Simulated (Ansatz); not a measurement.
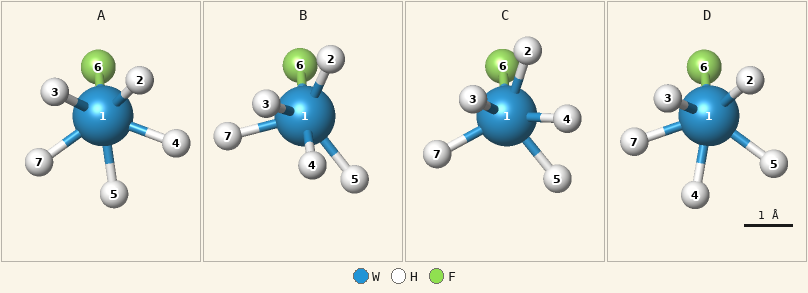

4 geometries from a converged minimum-energy path of WH5F, shuffled. Style: ball-and-stick. Shown at a tilt.

Method: Ansatz, RKS B3LYP-D4/def2-SVPD. Settings: 7 movable images; climbing image; force threshold 0.05 eV/Å; iteration limit 60; starting path through a guess of the saddle point.

Q: Which of them lies highest in energy?

A: B. In order along the path, whose images run from 0 to 8: D (image 1, +28.6 kJ/mol), B (image 4, +116.4 kJ/mol), C (image 6, +48.9 kJ/mol), A (image 8, 0.0 kJ/mol). No bond forms or breaks between the ends. Among the angles between lasting bonds that change up to the highest image: H3–W1–H4 119.7° → 56.5°, H4–W1–F6 114.6° → 176.8°.

The run took 2.6 min on 2 threads of AMD EPYC 9R45 96-Core Processor (Zen 5), on a shared host, peak memory 0.21 GiB.
